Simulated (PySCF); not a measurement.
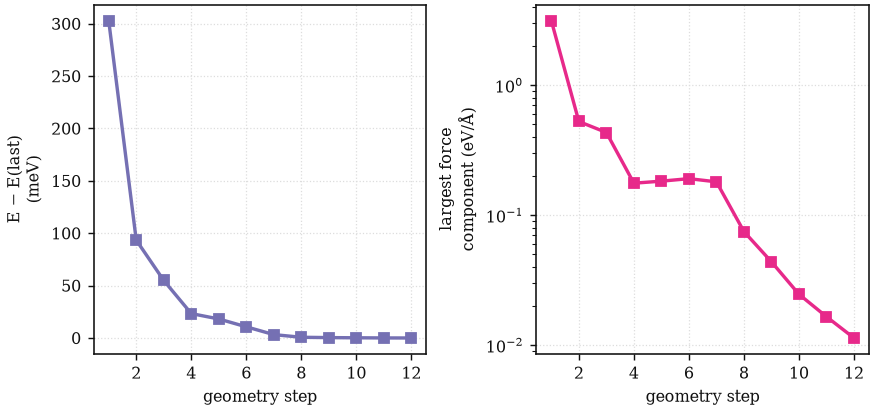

History of a geometry optimisation. MnOH2 molecule, multiplicity 2; PySCF, UKS-based PBE0, Mn def2-TZVP, O def2-TZVP, H def2-TZVP; non-relativistic Hamiltonian; density fitting. The start has point group Cs, which is kept. A held symmetry can leave a saddle point.

The optimisation met its thresholds at geometry 12, counting the start as the first. The energy fell by about 300 meV from the first step to the last. The largest force component goes from about 3.1 eV/Å at the start to 0.011 eV/Å at the end.
